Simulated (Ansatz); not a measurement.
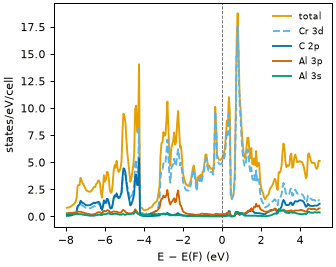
Figure: Total and projected density of states of AlCr$_{2}$C in space group P6_3/mmc (No. 194; Al on 2d, Cr on 4f, C on 2a), r²SCAN in the plane-wave PAW code Ansatz

**Question.** Which orbitals carry the states next to the Fermi level?

**Answer.** Within 0.5 eV of the Fermi level: Cr 3d 91 %. Projections are on Löwdin-orthogonalised atomic valence shells; empty p or d shells of many metals are not among them.

**Question.** Where is the tallest occupied peak in this window, and what makes it?

**Answer.** Near -4.2 eV, about 14 states/eV per cell; the largest projected share is Cr 3d.

The cell was relaxed with r²SCAN under the symmetry of its start; of distortions, only those at the zone centre were tested. No spin polarisation was allowed.

Potentials: the earlier of the program's two PAW sets.
